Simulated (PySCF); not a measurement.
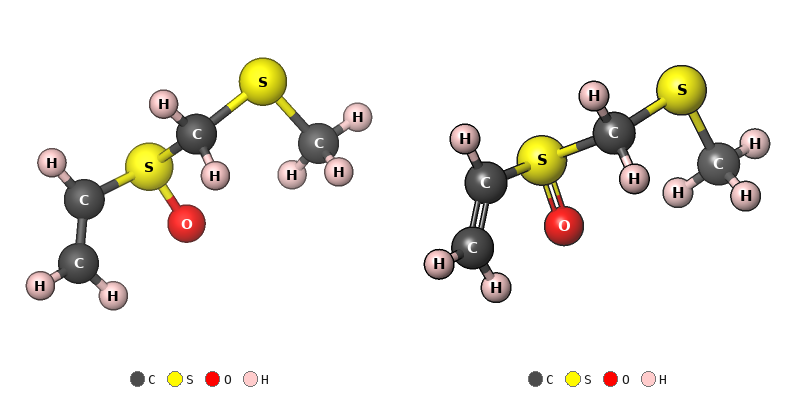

Both panels show the same species.

Computed geometry: GFN2-xTB optimisation. No frequency run is at hand to confirm it as a minimum.

What does the picture show?

The molecule is C₄H₈OS₂. Its SMILES string is `C=C[S@](=O)CSC`. It has no ring. Among its groups: alkene, thioether, sulfoxide. This geometry has C1 symmetry. Coordination: 2 C trigonal planar; 1 S trigonal pyramidal; 2 C tetrahedral; 1 S bent.

The parts below concern this one geometry. Atoms keep their numbers from picture to picture.

## Charges

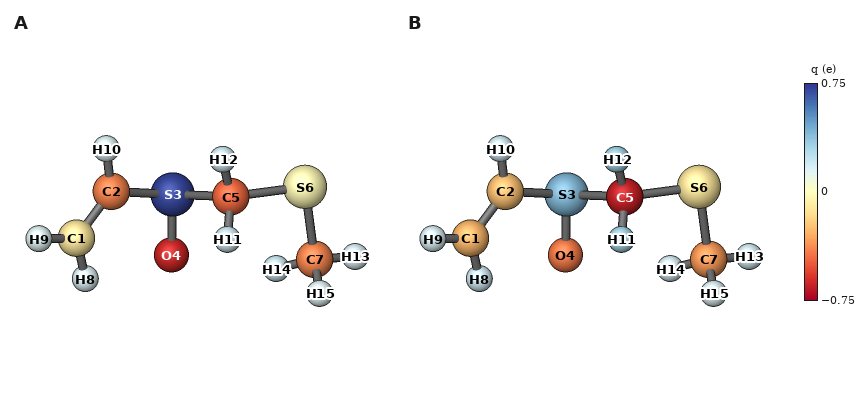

Atomic charges of one calculation by 2 schemes, on one colour scale. No frequency run is at hand to confirm it as a minimum. Level of theory: PBE0/pcSseg-1 (PySCF 2.14.0).

> The schemes are ESP-fitted, Mulliken. Which panel shows which?

A Mulliken, B ESP-fitted.

List the charges (e), one line for each set of equivalent atoms.

```json
{"atom": "C1", "Mulliken": "−0.10", "ESP-fitted": "−0.26"}
{"atom": "C2", "Mulliken": "−0.40", "ESP-fitted": "−0.24"}
{"atom": "S3", "Mulliken": "0.71", "ESP-fitted": "0.40"}
{"atom": "O4", "Mulliken": "−0.62", "ESP-fitted": "−0.42"}
{"atom": "C5", "Mulliken": "−0.45", "ESP-fitted": "−0.64"}
{"atom": "S6", "Mulliken": "−0.03", "ESP-fitted": "−0.10"}
{"atom": "C7", "Mulliken": "−0.39", "ESP-fitted": "−0.34"}
{"atom": "H8", "Mulliken": "0.15", "ESP-fitted": "0.18"}
{"atom": "H9", "Mulliken": "0.14", "ESP-fitted": "0.16"}
{"atom": "H10", "Mulliken": "0.14", "ESP-fitted": "0.18"}
{"atom": "H11", "Mulliken": "0.19", "ESP-fitted": "0.29"}
{"atom": "H12", "Mulliken": "0.18", "ESP-fitted": "0.31"}
{"atom": "H13", "Mulliken": "0.15", "ESP-fitted": "0.18"}
{"atom": "H14", "Mulliken": "0.18", "ESP-fitted": "0.15"}
{"atom": "H15", "Mulliken": "0.15", "ESP-fitted": "0.14"}
```

## Electronic properties

No frequency run is at hand to confirm it as a minimum. Properties computed with PBE0/def2-SVPD, gas phase (PySCF 2.14.0). Excitations: vertical, linear response.

> What is the mean static polarisability?

97.1 bohr³.

> Give the HOMO energy (Kohn–Sham orbital) at this level.

−6.53 eV.

> What is the dipole moment?

2.65 D.

> What is the lowest vertical singlet excitation?

4.69 eV.

## NMR shielding

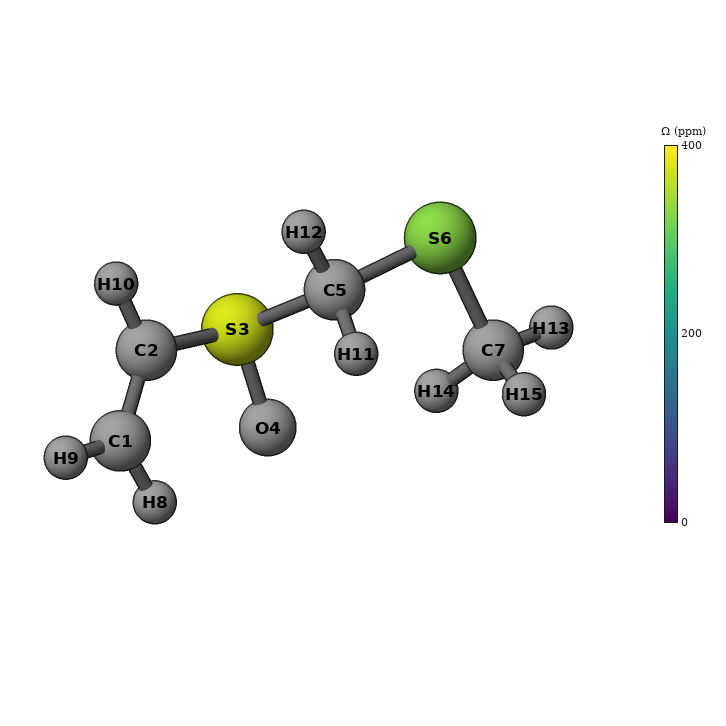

The S atoms are coloured by the span of their shielding tensor. No frequency run is at hand to confirm it as a minimum. Level of theory: GIAO PBE0/pcSseg-1 NMR shielding, non-relativistic, gas phase (PySCF 2.14.0). Principal shieldings σ11 ≤ σ22 ≤ σ33, span Ω = σ33 − σ11, skew κ = 3(σiso − σ22)/Ω.

> Which S atom has the most anisotropic shielding?

S3, with a span of 372 ppm.

Give the shielding tensors of the S atoms.

| atom | σ11 | σ22 | σ33 | σiso | Ω | κ |
| --- | --- | --- | --- | --- | --- | --- |
| S3 | −9.2 | 143.5 | 362.7 | 165.7 | 371.9 | 0.18 |
| S6 | 408.3 | 447.9 | 737.0 | 531.1 | 328.7 | 0.76 |

Shieldings and span in ppm.

Mulliken values depend strongly on the basis set and can even reverse the polarity of a bond.
